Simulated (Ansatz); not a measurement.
A periodic structure is given below.

Space group F-43m (No. 216). a = 6.049 Å, b = 6.049 Å, c = 6.049 Å, α = 90.00°, β = 90.00°, γ = 90.00°
```
atom  site  symmetry       x       y       z
  Ga    4a      -43m  0.0000  0.0000  0.0000
  Sb    4c      -43m  0.2500  0.7500  0.7500
```

**Summarise the structure in words.**

The structure is one of GaSb. The lattice is face-centred cubic and the space group F-43m (No. 216). Among the common structure types it is zinc blende (sphalerite type). Cell content 4 Ga, 4 Sb; Z = 4. The Ga atoms are each bonded to four Sb in a tetrahedral arrangement at 2.62 Å. Around each Sb lie four Ga in a tetrahedral arrangement at 2.62 Å. The bonds build a three-dimensional framework.

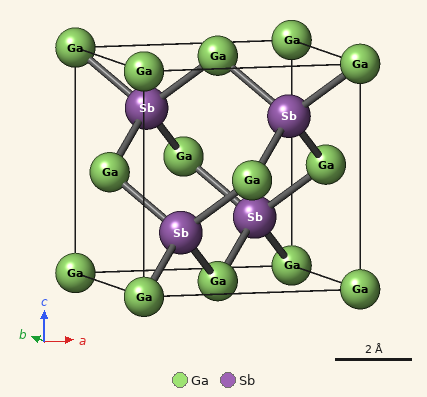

View slightly off an axis, drawn as a ball-and-stick model. The conventional unit cell is drawn as a box.

Starting structure: a structure listed in the Materials Project. Earlier steps of the study may have refined or changed the cell and positions. It was run through Ansatz as a DFT input.
